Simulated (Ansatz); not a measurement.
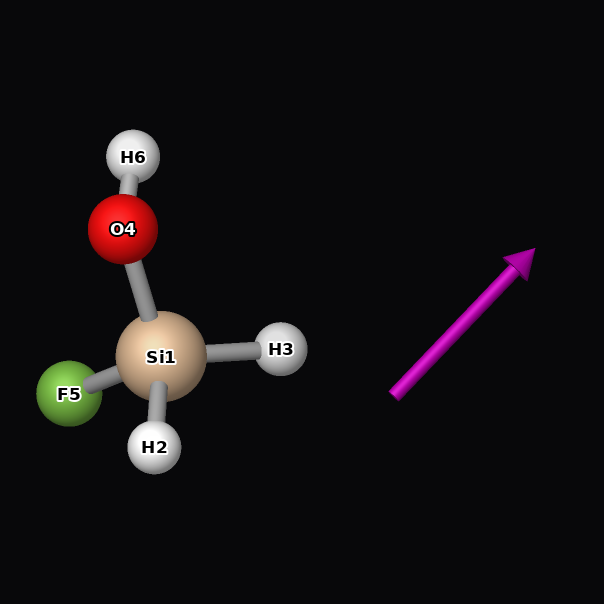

The arrow beside the molecule shows the direction of the dipole moment, from the negative to the positive end (its length means nothing). The computed structure is the end point of a PBE0-D4/def2-TZVP optimisation. Properties computed with RKS PBE0-D4/def2-TZVP (Ansatz 0.2.0).

**Estimate the dipole moment.**

1.63 D; it points from the side of H2, F5 to the side of H6 (the outermost atoms at the two ends).
